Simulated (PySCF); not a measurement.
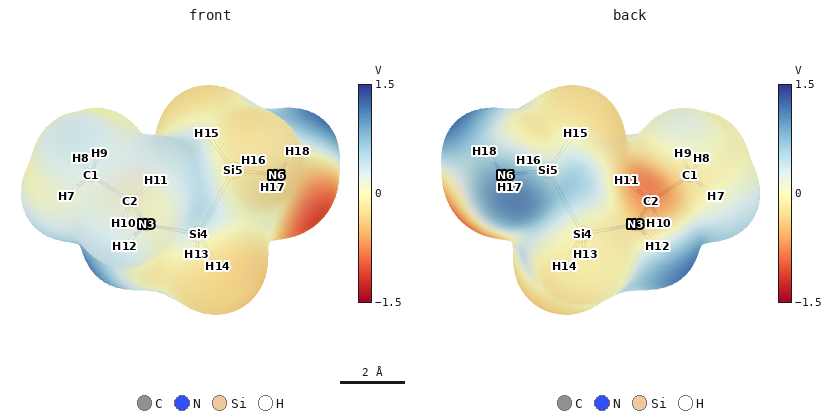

C2H12N2Si2 (SMILES CCN[SiH2][SiH2]N). The electrostatic potential painted on the density surface at 0.001 e/bohr³, seen from the front and from behind; the colour scale runs from red (negative) to blue (positive).

Geometry: GFN2-xTB.

All numbers below come from B3LYP/def2-SVPD, SCF density, gas phase (PySCF 2.14.0).

```
atom    x (Å)    y (Å)    z (Å)
   C  -2.6204   1.0555  -0.4665
   C  -1.7391  -0.0365   0.1342
   N  -1.0071  -0.7391  -0.8899
  Si   0.5902  -1.3526  -0.7092
  Si   1.8960   0.3698   0.0713
   N   3.4952   0.0496  -0.4970
   H  -3.3477   0.6222  -1.1502
   H  -3.1534   1.5868   0.3179
   H  -2.0072   1.7624  -1.0195
   H  -2.3641  -0.7266   0.7213
   H  -1.0139   0.4125   0.8173
   H  -1.6316  -1.2143  -1.5236
   H   0.8826  -1.8319  -2.0696
   H   0.6542  -2.5595   0.1472
   H   1.4128   1.7215  -0.2948
   H   2.0685   0.4331   1.5320
   H   3.6311  -0.1988  -1.4633
   H   4.2451   0.6523  -0.1989
```

> Where is the surface potential most negative and most positive?

The most negative region (about −1.1 V, or −25 kcal/mol for a unit charge) lies over N6, the most positive (about +1.2 V, or +28 kcal/mol for a unit charge) over H12, H17 and H18. N6 is the likeliest acceptor of a hydrogen bond.

> How polar is the molecule by this calculation?

Its dipole moment is 0.87 D.
